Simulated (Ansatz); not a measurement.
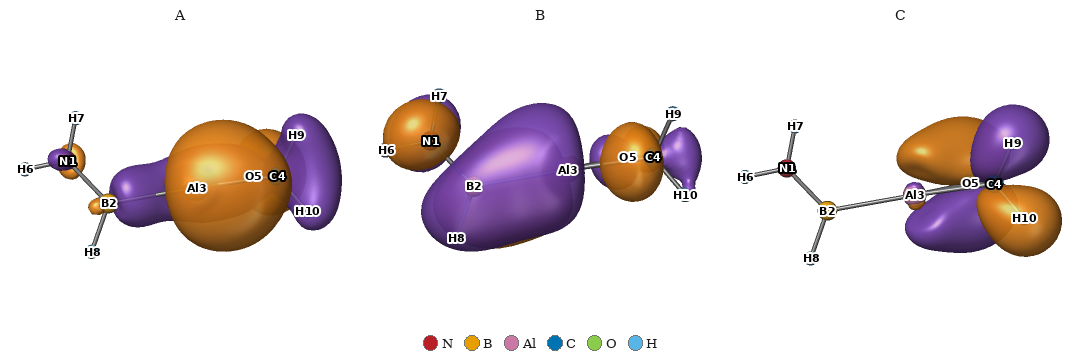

*CH₅AlBNO. Three frontier orbitals at ±0.08 Å⁻³ᐟ² (orange and purple are the two phases), in no order.*

Computed with Ansatz 0.2.0, RKS PBE/6-31G*.

```
atom    x (Å)    y (Å)    z (Å)
   N  -1.7678  -1.6788   0.2942
   B  -0.3983  -1.4427   0.4542
  Al   0.5355   0.4118   0.0163
   C   1.4295   2.1048  -0.2827
   O   1.3005   1.1477  -1.3983
   H  -2.1973  -2.5752   0.5285
   H  -2.4397  -1.0097  -0.0783
   H   0.2619  -2.3501   0.9058
   H   0.8832   3.0487  -0.4500
   H   2.4757   2.2925   0.0130
```

### Which picture is the HOMO−1, the HOMO and the LUMO?

C is the HOMO−1 (−5.46 eV). It lies mainly on O5 (about 65 %), C4 (about 10 %), H10 (about 5 %) and H9 (about 5 %). A is the HOMO (−4.48 eV). It lies mainly on O5 (about 30 %), C4 (about 30 %) and Al3 (about 25 %). B is the LUMO (−1.86 eV). By Hirshfeld shares it lies mainly on B2 (about 40 %), Al3 (about 30 %), N1 (about 15 %) and C4 (about 5 %).

### What is the HOMO–LUMO gap?

2.62 eV between the orbital energies.
